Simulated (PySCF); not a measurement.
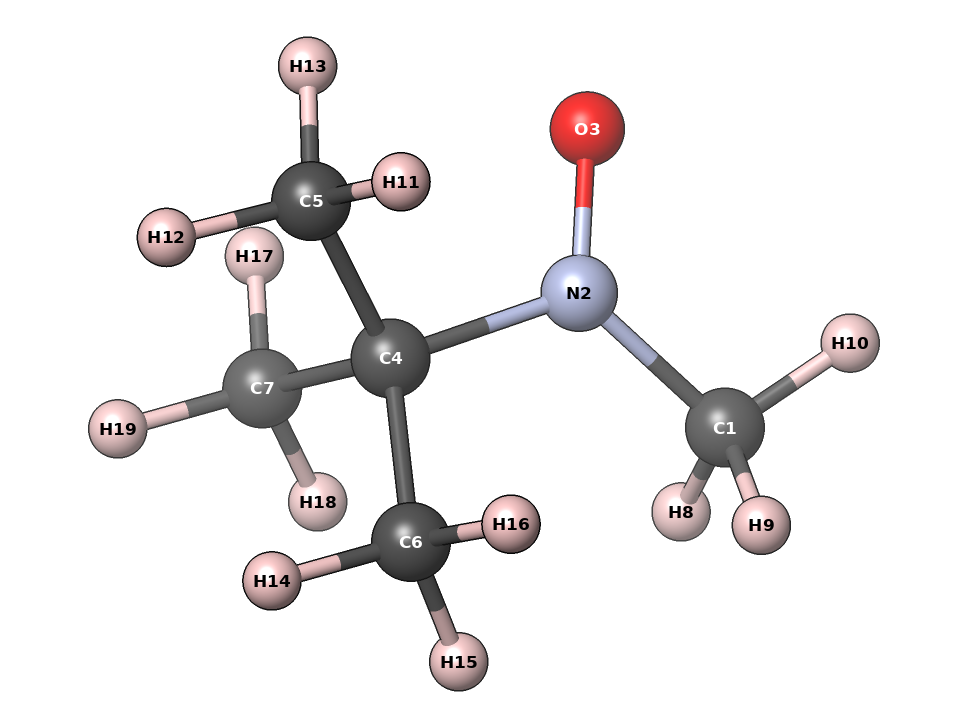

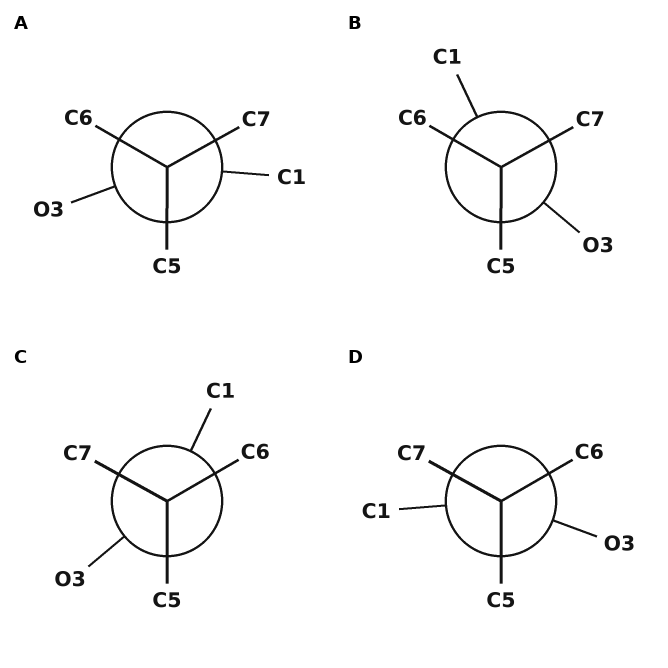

Atoms fade into the background with distance from the viewer. Bonds that would overlap in a projection are set slightly apart. Charge 0, doublet. The computed structure is the end point of a PBE0-D3(BJ)/def2-SVP optimisation. No frequency run is at hand to confirm it as a minimum.

Which Newman projection shows the view along C4–N2, with C4 in front?

Answer. B. The torsion angle C5–C4–N2–O3 is −50°, synclinal (gauche).
